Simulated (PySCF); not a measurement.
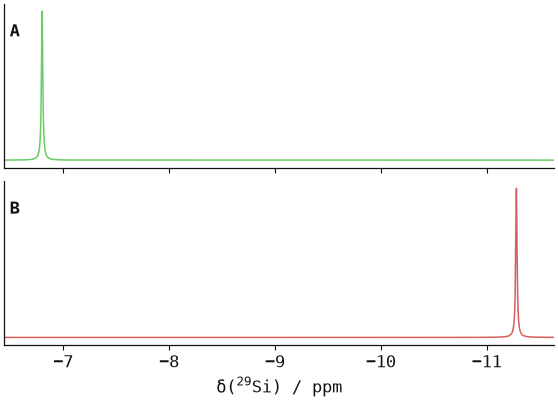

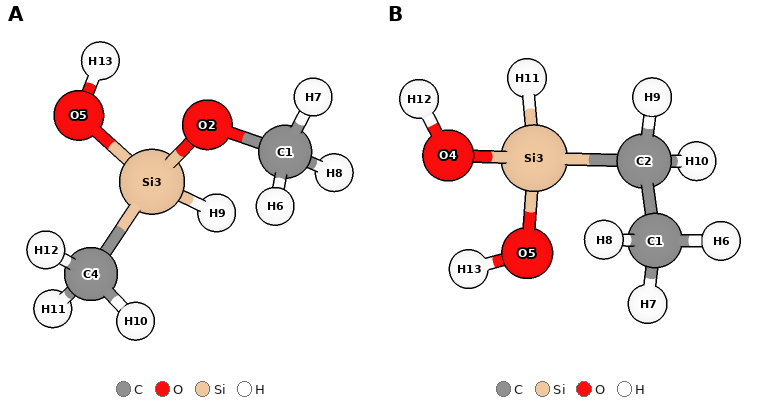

Related molecules: A is C₂H₈O₂Si, SMILES CO[Si@@H](C)O; B is C₂H₈O₂Si, SMILES CC[SiH](O)O. GIAO ²⁹Si shifts against TMS, PBE/pcSseg-2 with PySCF, at a PBE0-D3(BJ)/def2-SVP geometry (no frequency check); fully decoupled, line heights follow the number of nuclei within a panel, widths are arbitrary (no quadrupolar broadening); values of one conformer, averaged over nuclei that symmetry or rotation about single bonds exchange, these motions taken as fast; other conformers aren't averaged in.

How does the ²⁹Si shift respond?

From A (−6.8 ppm) to B (−11.3 ppm) the nucleus is shielded by 4.5 ppm.
